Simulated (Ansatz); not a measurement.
The figure comes from a scan of Ru (hcp, Mg type): a phonon pattern at M = (0.5, 0.0, 0.0) is frozen into a 4-atom cell, Q being the largest atomic displacement. The numbers are results of r2SCAN (plane waves to 500 eV, PAW, scalar-relativistic; Ansatz, an electronic-structure program), not measurements. k mesh 10×20×11 (Γ-centred), Fermi-Dirac smearing 0.05 eV. With partly filled bands, energies and forces of such displacements shift with the k mesh and the smearing. Ru is run without spin polarisation. Ru was relaxed with its symmetry unable to fall. The PAW data are Ansatz's earlier set. 

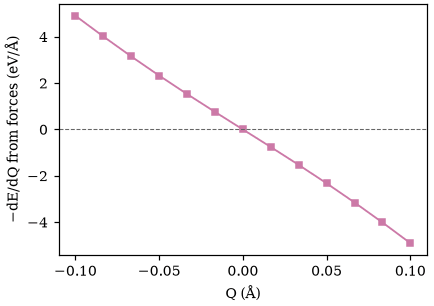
*−dE/dQ from forces (eV/Å) against Q (Å); computed points joined by lines.*

**Question.** Read the plotted values off the figure, to the accuracy that the plot allows.

**Answer.** To the nearest 0.2:

```csv
Q (Å),−dE/dQ from forces (eV/Å)
-0.100,5.0
-0.083,4.0
-0.067,3.2
-0.050,2.4
-0.033,1.6
-0.017,0.8
0.000,0.0
0.017,-0.8
0.033,-1.6
0.050,-2.4
0.067,-3.2
0.083,-4.0
0.100,-5.0
```

(A displaced cell: forces are minus the slopes of the energy, force constants its curvatures, and phonons follow from these.)
